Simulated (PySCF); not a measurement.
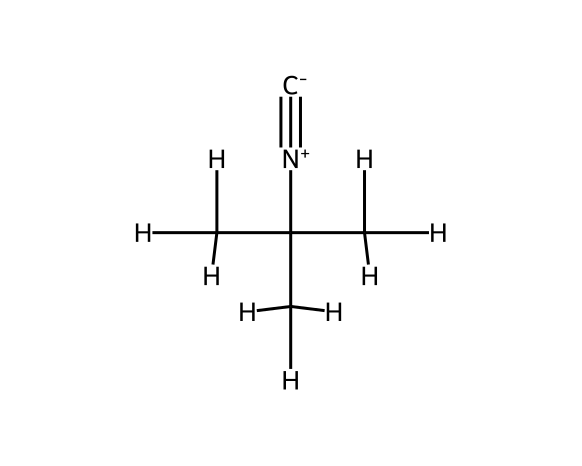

The computed structure is the end point of a PBE0-D3(BJ)/def2-SVP optimisation. No frequency run is at hand to confirm it as a minimum. Program: PySCF 2.14.0.

Compare dipole (D), HOMO energy (eV) at these levels: B3LYP/pcSseg-1; B97-D/pcSseg-1; KT2/pcSseg-1; KT3/pcSseg-1; PBE0/pcSseg-1; mPW1PW91/pcSseg-1.

```
            level  dipole (D)  HOMO energy (eV)
   B3LYP/pcSseg-1        3.91             −8.17
   B97-D/pcSseg-1        3.95             −6.84
     KT2/pcSseg-1        3.85             −7.04
     KT3/pcSseg-1        3.84             −7.05
    PBE0/pcSseg-1        3.94             −8.45
mPW1PW91/pcSseg-1        3.94             −8.50
```
